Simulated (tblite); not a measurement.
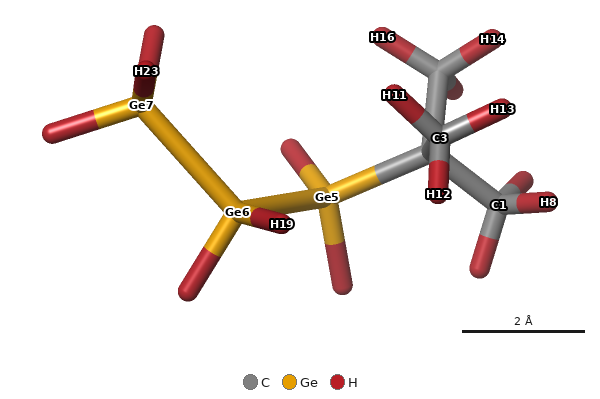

Fig. 1: The structure as given in the input (stick view, seen at a tilt; atoms are numbered from 1 in the order of the input). Sticks mark near contacts. Bond lengths as drawn: C–C 1.50 to 1.52 Å, C–Ge 1.93 Å, C–H 1.09 to 1.14 Å, Ge–Ge 2.38 Å and Ge–H 1.54 to 1.57 Å.

**Run report: C4H16Ge3, geometry relaxation**

System: C4H16Ge3, SMILES C[C](C)(C)[GeH2][GeH2][GeH3].
Method: GFN2-xTB geometry optimisation, gas phase (tblite 0.8.0).

It belongs to a series of runs on one base structure; here: H on Ge replaced by tBu.

### Input
```
{"job": {"kind": "relax", "xc": "GFN2-xTB", "basis": "xTB"}, "charge": 0, "multiplicity": 1}
C     -2.522600    -0.543900    -0.748600
C     -1.303400    -0.116200     0.028800
C     -1.120600     1.366100    -0.050100
C     -1.583000    -0.519900     1.471200
Ge     0.255400    -1.118700    -0.524500
Ge     2.107600     0.253400    -1.103300
Ge     3.716300     0.479200     0.630700
H     -3.135000     0.365900    -0.889100
H     -2.252000    -0.962100    -1.730800
H     -3.123100    -1.304400    -0.171200
H     -0.301300     1.653000     0.603200
H     -0.964100     1.723600    -1.083300
H     -2.074700     1.836800     0.348000
H     -2.350900     0.139300     1.898500
H     -2.044100    -1.530400     1.409500
H     -0.648500    -0.554700     2.066400
H      0.581800    -2.196500     0.520700
H     -0.134500    -1.884200    -1.837100
H      1.692000     1.666400    -1.613200
H      2.826800    -0.426200    -2.306300
H      5.103000    -0.113400     0.260100
H      3.299200    -0.190400     1.960400
H      3.971200     2.004200     0.870200
```

The first line tells a small driver script what to run in tblite; the rest is the geometry in Å.

Run as:
```bash
OMP_NUM_THREADS=1 python <driver script> task.json out
```

### What the program printed
```
step      E/eV     max force
  0    -611.74243    1.518
  1    -611.91723    0.886
  2    -612.03357    0.752
  3    -612.08506    0.589
  4    -612.15358    0.571
  5    -612.18182    0.405
  6    -612.20692    0.351
  7    -612.22424    0.416
  8    -612.24339    0.373
  9    -612.25686    0.315
 10    -612.26644    0.198
 11    -612.27289    0.175
 12    -612.27837    0.170
 13    -612.28364    0.197
 14    -612.28827    0.145
 15    -612.29215    0.138
 16    -612.29529    0.120
 17    -612.29791    0.129
 18    -612.30059    0.148
 19    -612.30396    0.224
 20    -612.30873    0.235
 21    -612.31502    0.214
 22    -612.32162    0.185
 23    -612.32732    0.179
 24    -612.33171    0.184
 25    -612.33559    0.136
 26    -612.34044    0.186
 27    -612.34621    0.204
 28    -612.35199    0.208
 29    -612.35731    0.180
 30    -612.36124    0.261
 31    -612.36657    0.212
 32    -612.37135    0.138
 33    -612.37691    0.117
 34    -612.37933    0.135
 35    -612.38215    0.102
 36    -612.38417    0.108
 37    -612.38621    0.101
 38    -612.38795    0.102
 39    -612.38919    0.092
 40    -612.39024    0.067
 41    -612.39113    0.054
 42    -612.39237    0.085
 43    -612.39376    0.117
 44    -612.39565    0.108
 45    -612.39728    0.072
 46    -612.39836    0.063
 47    -612.39904    0.070
 48    -612.39981    0.088
 49    -612.40078    0.084
 50    -612.40179    0.069
 51    -612.40254    0.062
 52    -612.40298    0.053
 53    -612.40325    0.041
 54    -612.40348    0.038
 55    -612.40371    0.040
 56    -612.40396    0.041
 57    -612.40422    0.033
 58    -612.40444    0.026
 59    -612.40465    0.034
 60    -612.40485    0.039
 61    -612.40505    0.032
 62    -612.40523    0.035
 63    -612.40539    0.029
 64    -612.40556    0.030
 65    -612.40575    0.033
 66    -612.40594    0.032
 67    -612.40612    0.030
 68    -612.40627    0.027
 69    -612.40639    0.023
 70    -612.40650    0.022
 71    -612.40660    0.025
 72    -612.40673    0.033
 73    -612.40686    0.037
 74    -612.40698    0.026
 75    -612.40705    0.016
 76    -612.40709    0.014
 77    -612.40714    0.018
 78    -612.40721    0.021
 79    -612.40728    0.020
 80    -612.40733    0.016
 81    -612.40736    0.012
 82    -612.40739    0.012
 83    -612.40742    0.015
 84    -612.40746    0.015
 85    -612.40749    0.014
 86    -612.40753    0.015
 87    -612.40759    0.016
 88    -612.40765    0.018
 89    -612.40771    0.015
 90    -612.40776    0.016
 91    -612.40781    0.019
 92    -612.40788    0.021
 93    -612.40796    0.025
 94    -612.40806    0.025
 95    -612.40816    0.021
 96    -612.40826    0.029
 97    -612.40838    0.038
 98    -612.40852    0.035
 99    -612.40866    0.026
100    -612.40881    0.029
101    -612.40903    0.042
102    -612.40941    0.070
103    -612.41006    0.098
104    -612.41082    0.090
105    -612.41142    0.045
106    -612.41185    0.051
107    -612.41229    0.055
108    -612.41299    0.109
109    -612.41409    0.144
110    -612.41549    0.146
111    -612.41748    0.075
112    -612.41914    0.084
113    -612.42120    0.114
114    -612.42149    0.170
115    -612.42585    0.119
116    -612.42886    0.107
117    -612.43354    0.124
118    -612.43740    0.130
119    -612.44117    0.155
120    -612.44592    0.131
121    -612.44844    0.105
122    -612.44978    0.113
123    -612.45127    0.081
124    -612.45299    0.103
125    -612.45430    0.125
126    -612.45595    0.100
127    -612.45801    0.094
128    -612.46002    0.076
129    -612.46215    0.078
130    -612.46395    0.085
131    -612.46530    0.071
132    -612.46630    0.058
133    -612.46721    0.055
134    -612.46822    0.076
135    -612.46934    0.076
136    -612.47036    0.064
137    -612.47111    0.061
138    -612.47175    0.067
139    -612.47251    0.083
140    -612.47341    0.070
141    -612.47442    0.070
142    -612.47534    0.068
143    -612.47624    0.067
144    -612.47706    0.074
145    -612.47781    0.054
146    -612.47845    0.052
147    -612.47908    0.053
148    -612.47976    0.079
149    -612.48054    0.079
150    -612.48117    0.048
151    -612.48158    0.039
152    -612.48190    0.044
153    -612.48232    0.043
154    -612.48289    0.047
155    -612.48348    0.047
156    -612.48398    0.051
157    -612.48443    0.050
158    -612.48487    0.047
159    -612.48527    0.036
160    -612.48560    0.037
161    -612.48587    0.036
162    -612.48613    0.038
163    -612.48641    0.040
164    -612.48672    0.042
165    -612.48700    0.035
166    -612.48725    0.034
167    -612.48745    0.030
168    -612.48761    0.028
169    -612.48776    0.029
170    -612.48792    0.024
171    -612.48808    0.030
172    -612.48823    0.028
173    -612.48835    0.023
174    -612.48847    0.026
175    -612.48862    0.035
176    -612.48882    0.041
177    -612.48904    0.036
178    -612.48926    0.035
179    -612.48945    0.035
180    -612.48967    0.039
181    -612.48997    0.055
182    -612.49034    0.058
183    -612.49072    0.044
184    -612.49104    0.035
185    -612.49132    0.036
186    -612.49161    0.041
187    -612.49202    0.047
188    -612.49252    0.044
189    -612.49297    0.035
190    -612.49326    0.035
191    -612.49357    0.040
192    -612.49388    0.035
193    -612.49414    0.037
194    -612.49429    0.023
195    -612.49439    0.020
196    -612.49447    0.018
197    -612.49454    0.015
198    -612.49458    0.014
199    -612.49462    0.014
200    -612.49466    0.013
201    -612.49470    0.016
202    -612.49474    0.016
203    -612.49479    0.011
204    -612.49482    0.012
205    -612.49485    0.014
206    -612.49488    0.013
207    -612.49491    0.010
208    -612.49493    0.008
```

### Trajectory as extended XYZ (Å, eV, eV/Å), 5 of the 209 frames kept, from step=0 to step=208
```
23
Properties=species:S:1:pos:R:3:forces:R:3 step=0 energy=-611.74243
C    -2.5226   -0.5439   -0.7486   -1.1530  -0.0140  -0.4000
C    -1.3034   -0.1162    0.0288   -0.7000  -0.5990   0.7610
C    -1.1206    1.3661   -0.0501   -1.0210   0.9260   0.1690
C    -1.5830   -0.5199    1.4712   -0.2120  -0.4910   0.2750
Ge    0.2554   -1.1187   -0.5245    0.7360  -0.8620  -1.0100
Ge    2.1076    0.2534   -1.1033    0.3520   0.0640  -0.3480
Ge    3.7163    0.4792    0.6307    0.4830   0.3330   0.0540
H    -3.1350    0.3659   -0.8891   -0.1270  -0.7010  -0.1710
H    -2.2520   -0.9621   -1.7308   -0.3190   0.1960   0.2840
H    -3.1231   -1.3044   -0.1712    0.5150   0.7490  -0.9160
H    -0.3013    1.6530    0.6032    0.1510   0.2970  -0.0970
H    -0.9641    1.7236   -1.0833    0.0480  -0.1490   0.4810
H    -2.0747    1.8368    0.3480    1.1030  -0.1570  -0.4540
H    -2.3509    0.1393    1.8985    0.4540  -0.1020   0.1910
H    -2.0441   -1.5304    1.4095    0.6400   0.4430   0.5580
H    -0.6485   -0.5547    2.0664   -0.7270   0.1650  -0.0300
H     0.5818   -2.1965    0.5207   -0.0070   0.1380  -0.2600
H    -0.1345   -1.8842   -1.8371    0.1850   0.0710   0.5390
H     1.6920    1.6664   -1.6132    0.1710  -0.5270   0.0650
H     2.8268   -0.4262   -2.3063   -0.2560   0.3700   0.2750
H     5.1030   -0.1134    0.2601   -0.5110   0.2380   0.2540
H     3.2992   -0.1904    1.9604    0.2160   0.3300  -0.3700
H     3.9712    2.0042    0.8702   -0.0220  -0.7210   0.1480
23
Properties=species:S:1:pos:R:3:forces:R:3 step=52 energy=-612.40298
C    -2.5973   -0.5060   -0.7726   -0.0260   0.0060  -0.0080
C    -1.3832   -0.1371    0.0691   -0.0080  -0.0070  -0.0330
C    -1.0953    1.3529   -0.0688   -0.0130  -0.0060   0.0070
C    -1.6295   -0.4844    1.5314    0.0190   0.0200  -0.0110
Ge    0.2204   -1.1807   -0.5945   -0.0110   0.0080  -0.0140
Ge    2.1478    0.1569   -1.1046    0.0200   0.0060  -0.0270
Ge    3.7440    0.5061    0.6287   -0.0080   0.0000   0.0060
H    -3.4693    0.0715   -0.4663   -0.0130   0.0020   0.0190
H    -2.4072   -0.3020   -1.8265   -0.0020  -0.0090   0.0080
H    -2.8313   -1.5646   -0.6649    0.0160   0.0080  -0.0040
H    -0.1968    1.6251    0.4896   -0.0070   0.0000   0.0020
H    -0.9436    1.6180   -1.1163    0.0030  -0.0050   0.0170
H    -1.9241    1.9468    0.3157   -0.0190  -0.0020   0.0000
H    -2.5088    0.0349    1.9122   -0.0020   0.0090  -0.0110
H    -1.7838   -1.5566    1.6492   -0.0130   0.0190  -0.0020
H    -0.7714   -0.1912    2.1344    0.0180  -0.0150   0.0470
H     0.5738   -2.2434    0.4279    0.0170  -0.0130  -0.0040
H    -0.1708   -2.0006   -1.8072    0.0040  -0.0170  -0.0120
H     1.7268    1.5069   -1.6471    0.0110   0.0050   0.0070
H     2.8709   -0.4095   -2.3082    0.0050  -0.0230   0.0020
H     5.1015   -0.0610    0.3389    0.0020   0.0120   0.0040
H     3.3464   -0.1093    1.9407   -0.0020   0.0030   0.0000
H     3.9761    1.9541    0.9492    0.0110  -0.0010   0.0060
23
Properties=species:S:1:pos:R:3:forces:R:3 step=104 energy=-612.41082
C    -2.6430   -0.5007   -0.7061    0.0150   0.0100   0.0230
C    -1.3738   -0.1302    0.0512    0.0060   0.0000  -0.0090
C    -1.1070    1.3631   -0.1025    0.0090  -0.0240  -0.0120
C    -1.5219   -0.4763    1.5276    0.0090   0.0080  -0.0100
Ge    0.1927   -1.1777   -0.6965   -0.0140   0.0710  -0.0530
Ge    2.1806    0.1089   -1.1120   -0.0100  -0.0600  -0.0010
Ge    3.6678    0.5464    0.7000    0.0420   0.0270   0.0200
H    -3.4990    0.0309   -0.2905   -0.0230  -0.0050  -0.0180
H    -2.5537   -0.2401   -1.7607    0.0160   0.0020   0.0230
H    -2.8344   -1.5701   -0.6351    0.0010  -0.0190   0.0130
H    -0.2257    1.6604    0.4704   -0.0060  -0.0180  -0.0130
H    -0.9383    1.6161   -1.1501   -0.0020   0.0030  -0.0020
H    -1.9572    1.9461    0.2536    0.0240  -0.0130   0.0120
H    -2.3400    0.0849    1.9782   -0.0100   0.0130  -0.0010
H    -1.7240   -1.5391    1.6509   -0.0160  -0.0110  -0.0010
H    -0.6055   -0.2386    2.0675    0.0080   0.0100   0.0180
H     0.5058   -2.3321    0.2313    0.0030  -0.0350   0.0270
H    -0.2119   -1.8871   -1.9756   -0.0090   0.0160   0.0050
H     1.8302    1.4091   -1.8051    0.0270   0.0090   0.0090
H     2.9887   -0.5928   -2.1864   -0.0090   0.0320   0.0010
H     5.0590    0.0387    0.4522   -0.0120   0.0240   0.0020
H     3.2694   -0.0926    2.0002   -0.0360  -0.0130  -0.0030
H     3.8367    1.9998    1.0478   -0.0130  -0.0250  -0.0280
23
Properties=species:S:1:pos:R:3:forces:R:3 step=156 energy=-612.48398
C    -2.6689   -0.4987   -0.3199   -0.0010  -0.0040   0.0050
C    -1.2298   -0.1046   -0.0159    0.0080  -0.0270   0.0070
C    -1.0267    1.3800   -0.2876   -0.0060  -0.0270   0.0160
C    -0.9067   -0.4067    1.4410    0.0030  -0.0070   0.0150
Ge    0.0285   -1.1356   -1.2022    0.0350   0.0060  -0.0180
Ge    2.2676   -0.2762   -1.0821    0.0060  -0.0020   0.0020
Ge    3.0436    0.6295    0.9781    0.0100   0.0330   0.0020
H    -3.3581    0.0326    0.3357   -0.0210   0.0140   0.0030
H    -2.9204   -0.2590   -1.3516   -0.0070  -0.0020  -0.0200
H    -2.8124   -1.5683   -0.1736   -0.0010  -0.0080   0.0050
H    -0.0018    1.6744   -0.0510    0.0280   0.0090  -0.0090
H    -1.2183    1.6039   -1.3369   -0.0170   0.0370   0.0060
H    -1.6968    1.9787    0.3281   -0.0290   0.0340  -0.0250
H    -1.5600    0.1567    2.1081   -0.0030  -0.0170  -0.0110
H    -1.0344   -1.4688    1.6495   -0.0050   0.0040   0.0060
H     0.1250   -0.1303    1.6704    0.0030   0.0040   0.0080
H    -0.0342   -2.6146   -0.8798   -0.0060  -0.0100   0.0220
H    -0.4675   -1.0770   -2.6323   -0.0130   0.0070  -0.0160
H     2.4344    0.8061   -2.1274    0.0080  -0.0070  -0.0130
H     3.2822   -1.3008   -1.5422   -0.0180  -0.0020  -0.0080
H     4.5378    0.6976    1.0590    0.0330   0.0070   0.0100
H     2.6275   -0.1308    2.2052    0.0120  -0.0100   0.0110
H     2.5847    2.0390    1.2375   -0.0160  -0.0310   0.0010
23
Properties=species:S:1:pos:R:3:forces:R:3 step=208 energy=-612.49493
C    -2.6655   -0.5116   -0.3046    0.0040   0.0010  -0.0040
C    -1.2337   -0.0740   -0.0218    0.0050  -0.0020  -0.0020
C    -1.0807    1.4161   -0.3002   -0.0020   0.0000  -0.0020
C    -0.8807   -0.3647    1.4310    0.0030   0.0010   0.0000
Ge    0.0273   -1.0810   -1.2286   -0.0010   0.0030   0.0000
Ge    2.3041   -0.3302   -1.0698    0.0020  -0.0070   0.0030
Ge    3.0566    0.5917    0.9933   -0.0020  -0.0010   0.0070
H    -3.3662    0.0275    0.3331    0.0020  -0.0040   0.0010
H    -2.9260   -0.3155   -1.3439   -0.0040  -0.0010   0.0000
H    -2.7823   -1.5788   -0.1198   -0.0040   0.0040   0.0020
H    -0.0594    1.7425   -0.0904   -0.0020  -0.0010  -0.0020
H    -1.3043    1.6350   -1.3445   -0.0050   0.0010  -0.0020
H    -1.7575    1.9992    0.3243    0.0020   0.0030   0.0000
H    -1.5553    0.1630    2.1053    0.0010  -0.0020   0.0000
H    -0.9554   -1.4323    1.6382   -0.0040   0.0020  -0.0030
H     0.1392   -0.0396    1.6532    0.0040  -0.0030   0.0000
H    -0.0830   -2.5668   -0.9441    0.0010   0.0020   0.0010
H    -0.4630   -0.9657   -2.6593    0.0020  -0.0020   0.0020
H     2.5887    0.6793   -2.1618   -0.0040   0.0020   0.0020
H     3.2512   -1.4498   -1.4441   -0.0010   0.0010   0.0000
H     4.5107    0.9590    0.9948    0.0040   0.0010  -0.0030
H     2.8869   -0.3283    2.1694   -0.0010   0.0020  -0.0020
H     2.3437    1.8520    1.4003   -0.0010  -0.0010   0.0020
```

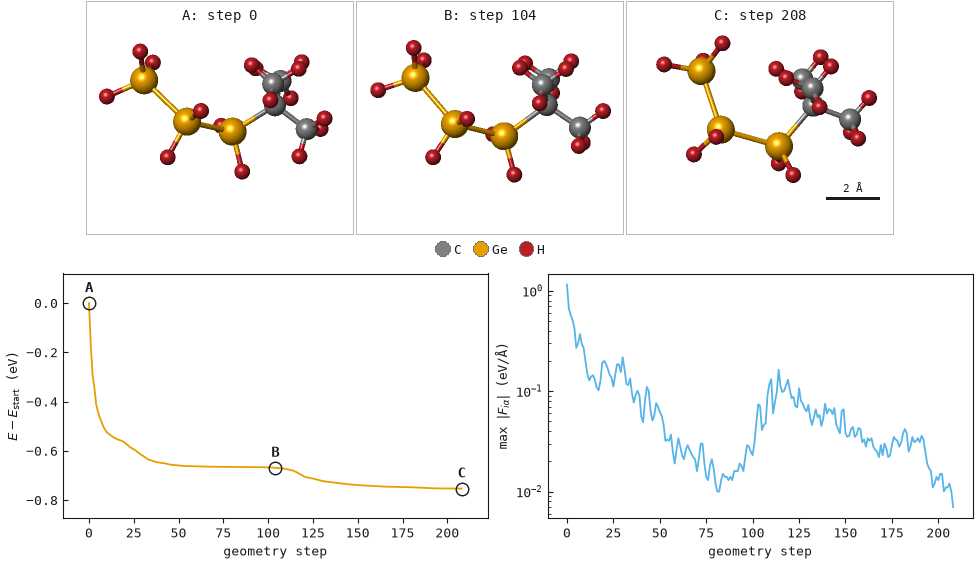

Fig. 2: Frames of the relaxation (ball-and-stick view, seen at a tilt) above the curves, on which the letters mark them (steps are counted from 0).

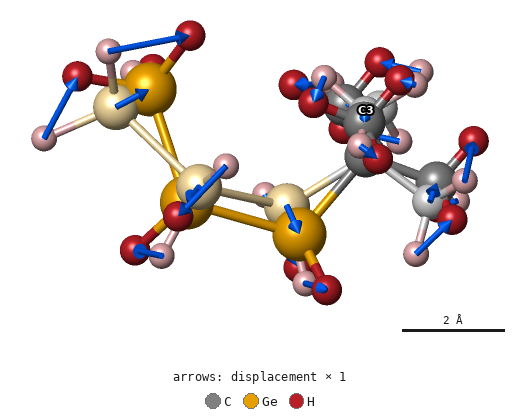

Fig. 3: Start (faint) and end (solid) with the displacements as blue arrows, at true length (ball-and-stick view, seen at a tilt). The two geometries are laid on each other by the best rigid fit. The largest move after the best rigid fit is that of H23, 1.73 Å. By element the largest moves are H 1.73 Å, Ge 0.76 Å, C 0.72 Å. Among the contacts that change: C2–Ge5 1.934 → 2.015 Å, Ge7–H23 1.565 → 1.504 Å, Ge7–H21 1.553 → 1.500 Å, Ge5–H18 1.569 → 1.517 Å. Among the angles that change: Ge6–Ge7–H23 108.3° → 114.1°, H14–C4–H16 113.5° → 107.9°, C2–C4–H15 105.3° → 110.6°. After 208 geometry steps the energy has fallen by 0.752 eV. Largest force component: 1.2 eV/Å at the start, 0.007 eV/Å at the end. (Atoms are counted from 1 in the order of the input.)

### Summary

| quantity | value |
| --- | --- |
| outcome | converged |
| total energy | −612.4949 eV |
| hardware | 1 CPU thread, shared host |
| wall time | 1.8 s |
| peak memory | 0.18 GiB |
